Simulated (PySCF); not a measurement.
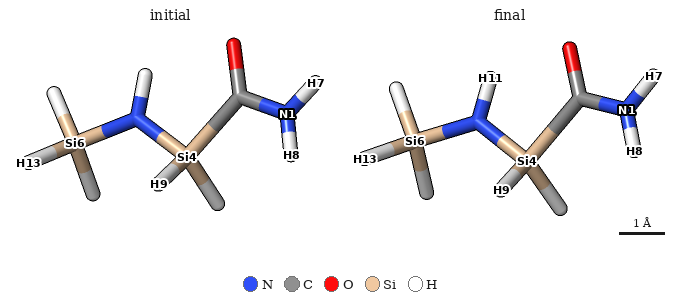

The structure of CH$_{8}$N$_{2}$OSi$_{2}$ before (left) and after (right) a relaxation, at one scale.

A stick model, seen at a tilt.

The start comes from GFN2-xTB. Its atoms were then displaced at random by about 0.01 Å.

The calculation used PBE0-D3(BJ)/def2-SVP geometry optimisation, gas phase in PySCF 2.14.0, density-fitted response routines. 

### Describe what moved and what it gained.

An H atom moves most after the best rigid fit: 0.16 Å. Largest moves by element: H 0.16 Å, O 0.14 Å, Si 0.10 Å, N 0.09 Å, C 0.04 Å. Some distances before and after: C–Si 1.886 → 1.937 Å, H–N 0.991 → 1.025 Å, H–Si 1.460 → 1.492 Å, N–Si 1.748 → 1.721 Å. Bond angles that change, for instance: O–C–Si 121.6° → 117.1°, Si–N–H 112.5° → 108.2°, N–C–Si 116.6° → 120.2°. Over 6 geometry steps the energy falls by 14.8 kJ/mol. The run took 50 s on 1 thread of Arm Neoverse V2 (shared host).
